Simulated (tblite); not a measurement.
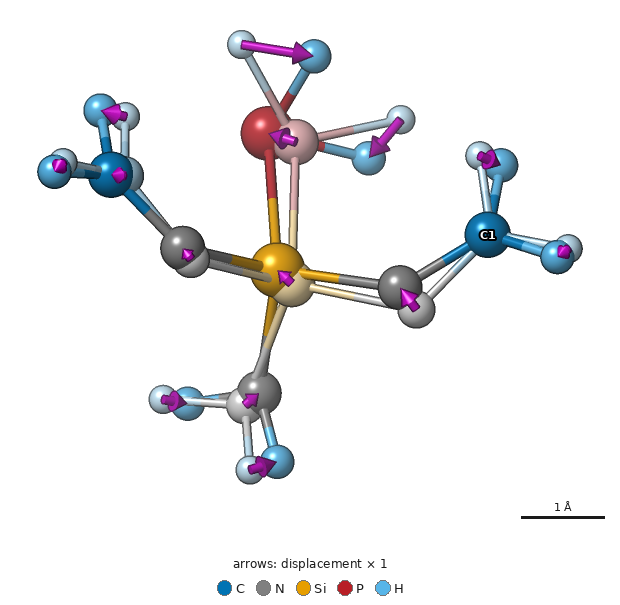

This is a relaxation of C₂H₈N₃PSi. The starting structure is drawn faded, the final one solid; purple arrows show the displacements, at their true length. The two geometries are superimposed by the best rigid fit.

The picture is a ball-and-stick view, seen face on.

Level of theory: GFN2-xTB geometry optimisation, gas phase in tblite 0.8.0. 

Question: What did the optimiser do to the structure, and how much energy did it gain?

Answer: The energy falls by 133.1 kJ/mol in 112 geometry steps. The atom that moves furthest after the best rigid fit is an H atom (0.91 Å). By element the largest moves are H 0.91 Å, P 0.40 Å, N 0.34 Å, Si 0.24 Å, C 0.20 Å. Some distances before and after: P–Si 2.184 → 2.266 Å, N–Si 1.805 → 1.725 Å, H–N 1.076 → 1.007 Å, H–P 1.448 → 1.385 Å. Bond angles that change, for instance: Si–P–H 114.3° → 93.1°, H–P–H 113.2° → 92.4°, Si–P–H 115.0° → 94.2°. The run took 0.82 s on 1 thread of Arm Neoverse V1, with other jobs on the host.
